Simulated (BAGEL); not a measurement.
# HF/cc-pVDZ (density fitting with qzvpp-jkfit) run of CH3NO2Si (SMILES N#C[SiH](O)O)

Aim: the energy change on altering one bond length of CH3NO2Si at HF/cc-pVDZ (density fitting with qzvpp-jkfit), from 2 runs. 

The results are computed with BAGEL 1.2.2.

6 further runs of the same task are left out: 6 that didn't finish. Runs told in other sessions of the task aren't counted.

## (1) The system as given

CH3NO2Si: 8 atoms, total charge 0, spin state singlet. SMILES: `N#C[SiH](O)O`. The shape is that of a GFN2-xTB optimisation. This is one conformer, not always the lowest.

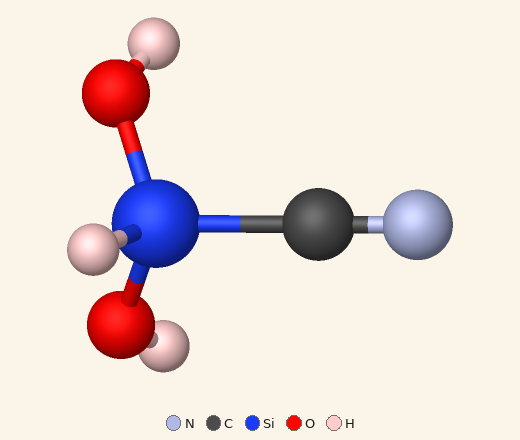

The structure, seen from a chosen angle (nitrogen light blue, carbon dark grey, silicon blue, oxygen red, hydrogen pink).

## (2) The energy at HF/cc-pVDZ (density fitting with qzvpp-jkfit)

calc.json reads:

```json
{ "bagel": [

{
  "title": "molecule",
  "basis": "cc-pvdz.json",
  "df_basis": "qzvpp-jkfit",
  "angstrom": true,
  "geometry": [
    { "atom": "N", "xyz": [    0.977550,   -1.875150,    1.633010 ] },
    { "atom": "C", "xyz": [    0.561850,   -0.972180,    1.064260 ] },
    { "atom": "Si", "xyz": [   -0.120290,    0.505610,    0.124790 ] },
    { "atom": "O", "xyz": [    0.940530,    0.914920,   -1.027160 ] },
    { "atom": "O", "xyz": [   -1.606230,    0.136160,   -0.402310 ] },
    { "atom": "H", "xyz": [   -0.273860,    1.685710,    0.939950 ] },
    { "atom": "H", "xyz": [    1.411810,    0.315080,   -1.597800 ] },
    { "atom": "H", "xyz": [   -1.891360,   -0.710150,   -0.734740 ] }
  ]
},
{ "title": "hf" },
{ "title": "print", "file": "orbitals.molden", "orbitals": true }

]}
```

The basis set cc-pVDZ is read from a file made from the Basis Set Exchange's data (not shown).

Command:

```
$ BAGEL_NUM_THREADS=1 BAGEL calc.json > calc.out
```

The program printed:

```text
* using 1 threads per process

  ===============================================================
  ===============================================================

  *** Geometry ***

  { "atom" : "N", "xyz" : [      1.847302,     -3.543520,      3.085942 ] },
  { "atom" : "C", "xyz" : [      1.061743,     -1.837154,      2.011160 ] },
  { "atom" : "Si", "xyz" : [     -0.227315,      0.955464,      0.235819 ] },
  { "atom" : "O", "xyz" : [      1.777344,      1.728948,     -1.941051 ] },
  { "atom" : "O", "xyz" : [     -3.035335,      0.257305,     -0.760256 ] },
  { "atom" : "H", "xyz" : [     -0.517520,      3.185530,      1.776248 ] },
  { "atom" : "H", "xyz" : [      2.667934,      0.595415,     -3.019404 ] },
  { "atom" : "H", "xyz" : [     -3.574152,     -1.341989,     -1.388457 ] },

  Number of auxiliary basis functions:      488

  Since a DF basis is specified, we compute 2- and 3-index integrals:
    o Being stored without compression. Storage requirement is 0.031 GB

  Number of basis functions:       89
  Number of electrons      :       46

    * METHOD: MOLECULE                             0.40

  *** RHF ***

  === Nuclear Repulsion ===
   212.0715271876

      * DIIS with orbital gradients will be used.

  === RHF iteration (cc-pvdz.json) ===
      0       -532.46219238          0.02031309           0.11
      1       -532.66185321          0.01587747           0.11
      2       -532.82374912          0.00195133           0.11
      3       -532.82611946          0.00106096           0.11
      4       -532.82693594          0.00017586           0.11
      5       -532.82696424          0.00004798           0.11
      6       -532.82696729          0.00001668           0.11
      7       -532.82696774          0.00000511           0.11
      8       -532.82696778          0.00000279           0.11
      9       -532.82696780          0.00000160           0.11
     10       -532.82696780          0.00000054           0.11
     11       -532.82696780          0.00000016           0.11
     12       -532.82696780          0.00000006           0.11
     13       -532.82696780          0.00000003           0.11
     14       -532.82696780          0.00000001           0.11
     15       -532.82696780          0.00000000           0.11
    * SCF iteration converged.

    * Permanent dipole moment:
           (    0.275914,     0.002358,     1.019730) a.u.

    * METHOD: HF                                   1.98

    * METHOD: PRINT                                0.03

  ===============================================================
```

Run time: 2.6 s. Hardware: 1 thread of Arm Neoverse N1, shared host; peak memory 0.13 GiB.

## (3) The distorted shape

calc.json reads:

```json
{ "bagel" : [

{
  "title" : "molecule",
  "basis" : "cc-pvdz.json",
  "df_basis" : "qzvpp-jkfit",
  "angstrom" : "true",
  "geometry" : [
    { "atom" : "N", "xyz" : [    1.054335,   -2.465202,    1.225429 ] },
    { "atom" : "C", "xyz" : [    0.638635,   -1.562232,    0.656679 ] },
    { "atom" : "Si", "xyz" : [   -0.043505,   -0.084442,   -0.282791 ] },
    { "atom" : "O", "xyz" : [    1.017315,    0.324868,   -1.434741 ] },
    { "atom" : "O", "xyz" : [   -1.529445,   -0.453892,   -0.809891 ] },
    { "atom" : "H", "xyz" : [   -0.273860,    1.685710,    0.939950 ] },
    { "atom" : "H", "xyz" : [    1.488595,   -0.274972,   -2.005381 ] },
    { "atom" : "H", "xyz" : [   -1.814575,   -1.300202,   -1.142321 ] }
  ]
},
{ "title" : "hf" },
{ "title" : "print", "file" : "orbitals.molden", "orbitals" : "true" }

]}
```

The basis set cc-pVDZ is read from a file made from the Basis Set Exchange's data (not shown).

Command:

```
$ BAGEL_NUM_THREADS=1 BAGEL calc.json > calc.out
```

The program printed:

```text
* using 1 threads per process

  ===============================================================
  ===============================================================

  *** Geometry ***

  { "atom" : "N", "xyz" : [      1.992404,     -4.658557,      2.315725 ] },
  { "atom" : "C", "xyz" : [      1.206845,     -2.952191,      1.240943 ] },
  { "atom" : "Si", "xyz" : [     -0.082213,     -0.159572,     -0.534398 ] },
  { "atom" : "O", "xyz" : [      1.922447,      0.613912,     -2.711268 ] },
  { "atom" : "O", "xyz" : [     -2.890232,     -0.857732,     -1.530472 ] },
  { "atom" : "H", "xyz" : [     -0.517520,      3.185530,      1.776248 ] },
  { "atom" : "H", "xyz" : [      2.813037,     -0.519622,     -3.789621 ] },
  { "atom" : "H", "xyz" : [     -3.429050,     -2.457026,     -2.158674 ] },

  Number of auxiliary basis functions:      488

  Since a DF basis is specified, we compute 2- and 3-index integrals:
    o Being stored without compression. Storage requirement is 0.031 GB

  Number of basis functions:       89
  Number of electrons      :       46

    * METHOD: MOLECULE                             0.41

  *** RHF ***

  === Nuclear Repulsion ===
   209.3173725311

      * DIIS with orbital gradients will be used.

  === RHF iteration (cc-pvdz.json) ===
      0       -532.36769777          0.02045539           0.11
      1       -532.57198460          0.01606302           0.11
      2       -532.73902141          0.00203935           0.11
      3       -532.74173112          0.00109030           0.11
      4       -532.74262958          0.00018728           0.11
      5       -532.74266300          0.00005350           0.11
      6       -532.74266689          0.00001883           0.11
      7       -532.74266751          0.00000610           0.11
      8       -532.74266758          0.00000334           0.11
      9       -532.74266760          0.00000195           0.11
     10       -532.74266761          0.00000051           0.11
     11       -532.74266761          0.00000016           0.11
     12       -532.74266761          0.00000007           0.11
     13       -532.74266761          0.00000003           0.11
     14       -532.74266761          0.00000001           0.11
     15       -532.74266761          0.00000000           0.11
    * SCF iteration converged.

    * Permanent dipole moment:
           (    0.220464,     0.373279,     1.249556) a.u.

    * METHOD: HF                                   1.98

    * METHOD: PRINT                                0.03

  ===============================================================
```

Wall time 2.6 s (1 thread of Arm Neoverse N1, shared host); peak memory 0.13 GiB.

## (4) Results

Level: HF/cc-pVDZ (density fitting with qzvpp-jkfit).

| quantity | value |
| --- | --- |
| first shape: total energy | -532.82697 Eh |
| first shape: dipole moment | 2.69 D |
| first shape: HOMO energy | -13.15 eV |
| first shape: LUMO energy | 3.24 eV |
| first shape: HOMO–LUMO gap | 16.39 eV |
| distorted shape: total energy | -532.74267 Eh |
| distorted shape: dipole moment | 3.36 D |
| distorted shape: HOMO energy | -11.19 eV |
| distorted shape: LUMO energy | 2.07 eV |
| distorted shape: HOMO–LUMO gap | 13.26 eV |
| energy change with the Si3–H6 bond stretched from 1.442 to 2.164 Å | 2.294 eV |

With the Si3–H6 bond stretched from 1.442 to 2.164 Å the energy rises by 2.29 eV (221 kJ/mol). The first shape isn't relaxed at this level, so the change isn't measured from a minimum.
